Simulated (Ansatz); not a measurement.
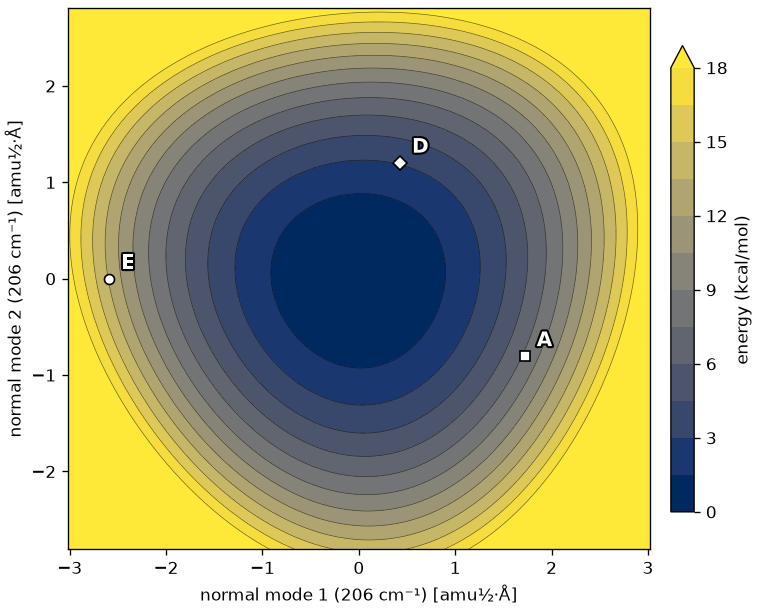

BrF₃Si, SMILES F[Si](F)(F)Br. First axis: normal mode 1 (206 cm⁻¹). Second axis: normal mode 2 (206 cm⁻¹). Nothing is relaxed (straight displacements along the two mass-weighted modes). The grid has 15 × 15 points. Points are written as (first, second). Energies are in kcal/mol, from the lowest grid point. These are results of Ansatz, RHF/def2-SVP, not measurements.

Drawn: filled contours, one colour for all values above the top of the scale, lettered points. Between grid points the surface is interpolated.

### Is A the lowest point of the computed grid?

No. A lies 7.8 kcal/mol above the lowest grid point, which is at (0.00 amu½·Å, 0.00 amu½·Å).

### What kind of point is each of A, D, E: minimum, saddle, maximum or slope?

A: on a slope; D: on a slope; E: on a slope. (In these two coordinates alone; a stationary point may lie a little off the grid point.)
